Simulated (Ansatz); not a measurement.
```xyz
9

W     0.0976    0.1194    0.6980
Cl   -0.8367   -0.7468    2.6632
H     1.5866   -0.5425    0.2525
H    -0.5468    1.5927    0.1814
H    -1.1746    0.0326   -0.3446
H     0.0382   -1.1896   -0.3005
H     0.4353    0.4015   -0.9402
H     1.1364    1.7227    0.5327
H     1.7053    1.1533    0.5567
```

Core potentials replace the inner electrons of W.

Theory: Ansatz, RHF/def2-SVP.

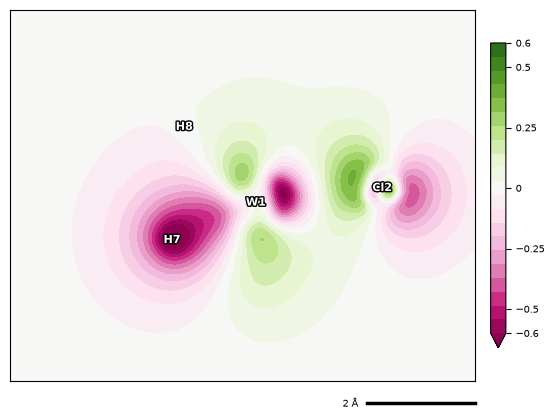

ClH₇W. The HOMO on the plane of atoms Cl2, W1 and H8 (values in Å⁻³ᐟ²; the overall sign is arbitrary).

### Where does this orbital lie, and at what energy?

It lies mainly on W1 (about 35 %), H7 (about 30 %) and Cl2 (about 25 %). Its energy is −11.35 eV.
